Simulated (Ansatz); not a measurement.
```xyz
7

F     1.8300   -0.9060   -1.3214
N    -0.1609   -1.7451    0.3419
O     2.0479   -0.0812    1.1705
Si    1.2237   -0.9053    0.1198
H    -0.6543   -1.8235    1.2298
H    -0.6150   -2.2487   -0.4210
H     1.9539    0.1164    2.1116
```

Geometry: PBE0-D3(BJ)/def2-SVP.

Level of theory: isolated molecule in a Gaussian basis; Kohn-Sham density functional theory, functional PBE0 in Ansatz 0.2.0.

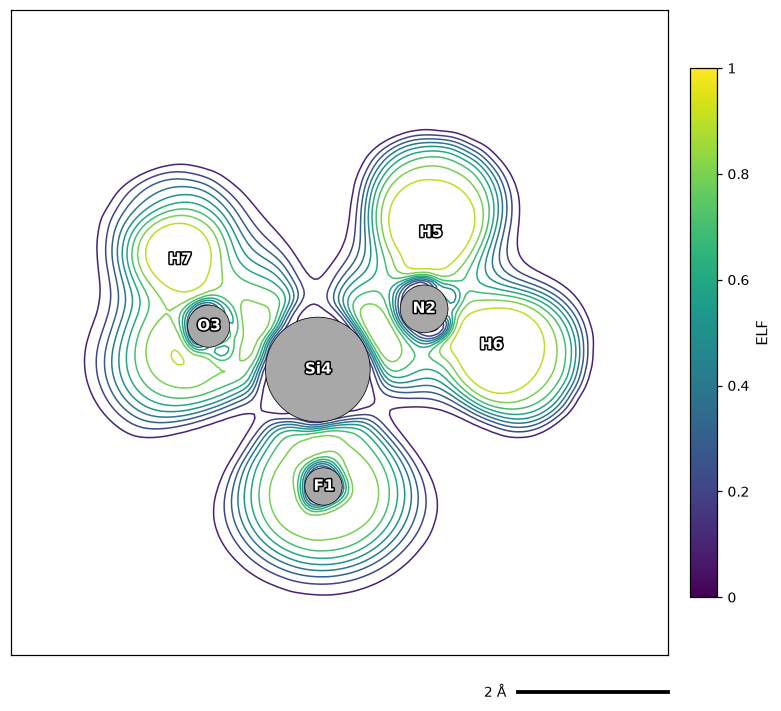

FH3NOSi (SMILES [NH2+]=[Si](O)F) (charge +1). Electron localisation function on the molecular plane. Grey discs cover the atomic cores.

Q: Interpret the plot.

A: The plane passes through F, N, O, Si and H nuclei. Si–F (1.56 Å): the ELF peaks at about 0.85 in the valence shell of F, 0.6 Å from its nucleus, and is about 0.50 at the midpoint. Si–O (1.57 Å): the ELF peaks at about 0.85 between the atoms, as expected for a short, strongly polar bond. Si–N (1.63 Å): the ELF peaks at about 0.90 between the atoms: a polar covalent bond. O–H (0.97 Å): the ELF climbs to about 1 towards the hydrogen, as it does in any bond to H: a covalent bond by its length. N–H (1.02 Å): the ELF climbs to about 1 towards the hydrogen: a covalent bond by its length. The ELF also peaks beside F1 and O3, away from the bonds: lone-pair regions.
